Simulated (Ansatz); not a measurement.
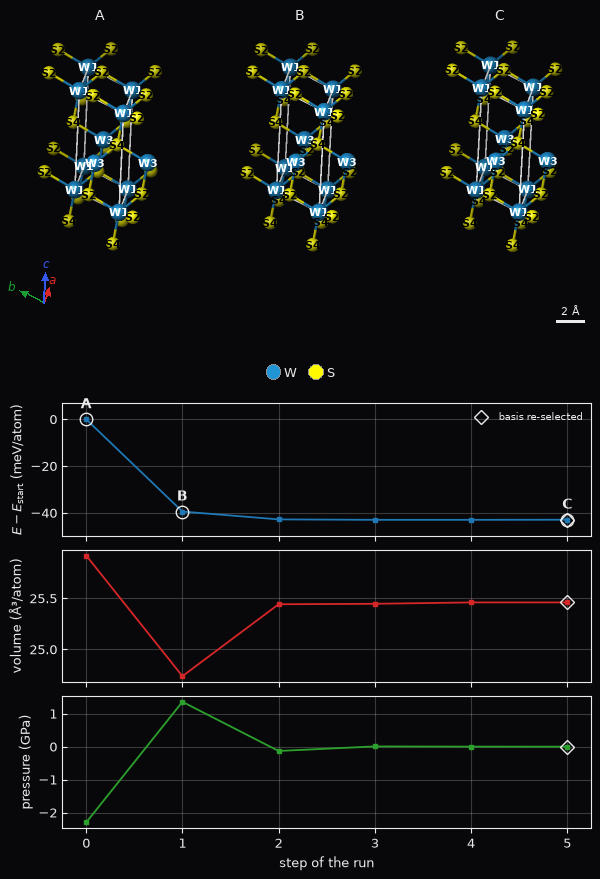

Frames of a relaxation of solid WS (built on the zinc blende type), marked on the history of the run. A ball-and-stick model of the reduced cell, seen from a free direction. Lengths and directions refer to the drawn axes.

Case: antiferromagnetic, doubled cell, propagation vector (0, 0, 1/2).

These are results of DFT r2SCAN+U, scalar-relativistic, plane waves, PAW (Ansatz), not measurements. Set-up: plane-wave cutoff 500 eV; k-point mesh 12 × 12 × 6; occupations gaussian; smearing width 0.1 eV; U W 6.2 eV; collinear spin; cell and atoms relaxed; force threshold 0.01 eV/Å; at most 60 steps.

**Describe the path.**

After 4 accepted moves (5 points after the start) the energy has fallen by 42.9 meV per atom. Largest force component: 0.41 eV/Å at the start, 0.00011 eV/Å at the end. Pressure: −2.30 GPa at the start and 0.00 GPa at the end. The SCF was repeated once at an unchanged geometry on a basis and grid sized afresh for the cell, which shifted the energy by 0.1 meV per atom at most. The largest moves relative to the cell, 0.023 Å, are those of W1, S2, W3 and S4. W3 goes along [−1 −1 3]. Largest moves by element: W 0.023 Å, S 0.023 Å. Cell: a = b 4.185 → 4.059 Å (−3.0 %), c 7.249 → 7.512 Å (+3.6 %), α 73.2° → 74.3°, β 73.2° → 74.3°. Volume −1.8 %. Near-neighbour distances that change, for instance: S2–W3 2.563 → 2.723 Å, W1–S2 2.563 → 2.491 Å. The space group (tolerance 0.01 Å) goes from F-43m (No. 216) to R3m (No. 160). The run may lie on a higher electronic state than the lowest, so the end point isn't shown to be the ground-state structure. From step 0 to 1: volume −4.6 %, energy −39.4 meV per atom. From step 1 to 5: volume +2.9 %, energy −3.5 meV per atom.
